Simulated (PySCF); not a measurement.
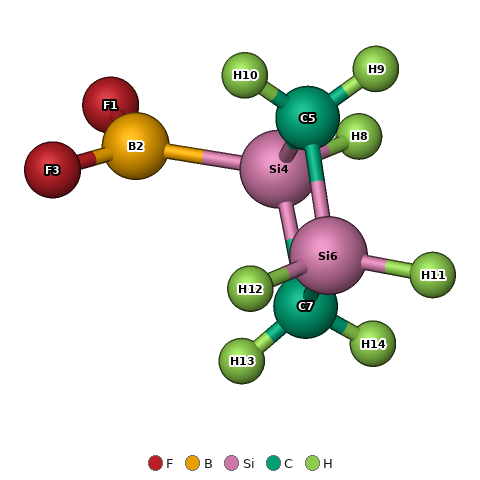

Structure of C₂H₇BF₂Si₂, SMILES FB(F)[SiH]1C[SiH2]C1.

Kohn-Sham orbital energies near the frontier, PBE0/def2-SVPD, PySCF 2.14.0, at a GFN2-xTB geometry (no frequency check), isolated molecule; empty levels in grey, levels within 0.03 eV side by side.

Q: Where do the frontier orbitals lie?

A: HOMO at −7.92 eV, LUMO at −1.57 eV, 6.34 eV apart.

Q: List the levels with the atoms that carry most of them (a dash for levels above zero or within 0.03 eV of another, where shares mean little).

A:
```
orbital  energy (eV)                       Löwdin shares
 LUMO+1         0.20                                   –
   LUMO        −1.57  B2 33 %, Si4 21 %, F1/F3 11 % each
   HOMO        −7.92           C5/C7 19 % each, Si4 16 %
 HOMO−1        −8.48           C5/C7 29 % each, Si6 13 %
 HOMO−2        −8.73           C7/C5 25 % each, Si4 20 %
```

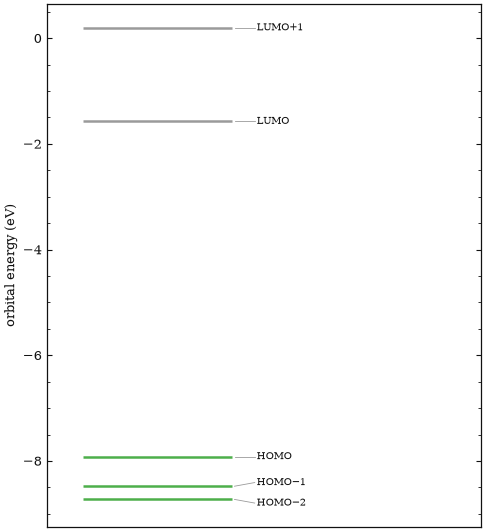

Note: the tight-binding geometry is rougher than a DFT one and adds to the error; one conformer of a flexible molecule; empty levels above zero depend strongly on the basis.
